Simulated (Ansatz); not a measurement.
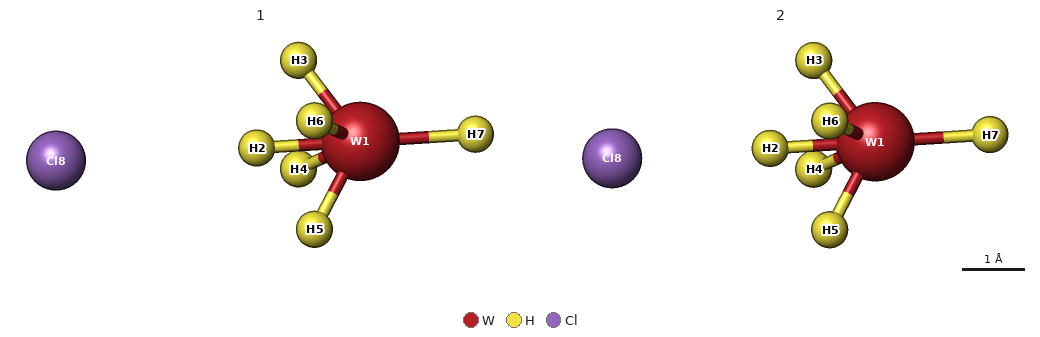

Two geometries of WH₆Cl (multiplicity 2), drawn at one scale. One is the start of a relaxation, the other its converged end. A ball-and-stick model, seen at a tilt.

Level of theory: UHF/def2-SVP in Ansatz. Settings: collinear spin; force threshold 0.03 eV/Å; at most 50 steps.

> Which of the two is the end point?

Structure 1 is the relaxed one. The run prepares an end point of a later path (reaction) calculation, from a guessed geometry. Cl8 moves most after the best rigid fit: 0.59 Å. By element the largest moves are Cl 0.59 Å, H 0.11 Å, W 0.08 Å. Some distances before and after: W1–H2 1.710 → 1.686 Å, W1–H7 1.869 → 1.876 Å. After 6 geometry steps the energy has fallen by 0.029 eV. The largest force component goes from 0.41 to 0.013 eV/Å. The run took 36 s on 1 thread of Arm Neoverse V2, on a shared host, peak memory 0.18 GiB.

Limits of the set-up: the start holds two separate molecules, 2.6 Å apart at their closest, whose relative position is a soft coordinate and is computed without a dispersion correction; Hartree-Fock leaves out electron correlation.
